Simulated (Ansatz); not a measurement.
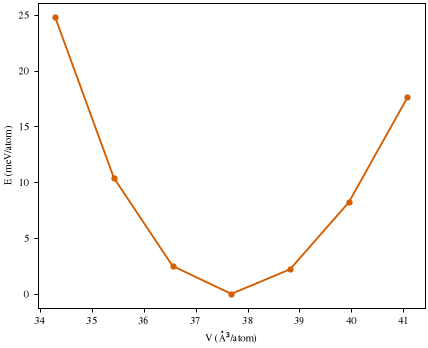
Fig. 1. CsPbCl3 (cubic perovskite, Pm-3m) under volume change, plane-wave PAW PBE (Ansatz code), scaled uniformly.

Question: What does a third-order Birch–Murnaghan fit give for V₀, B₀ and B′?

Answer: V₀ = 37.69 Å³/atom, B₀ = 21.8 GPa, B′ = 4.6.

This is a known high-temperature phase of the composition, computed here at zero pressure and temperature. The cell was relaxed with PBE under the symmetry of its start; phonons on a q-mesh show weakly imaginary modes. Spin–orbit coupling is left out wherever it is not named.

Potentials: the later of the program's two PAW sets.
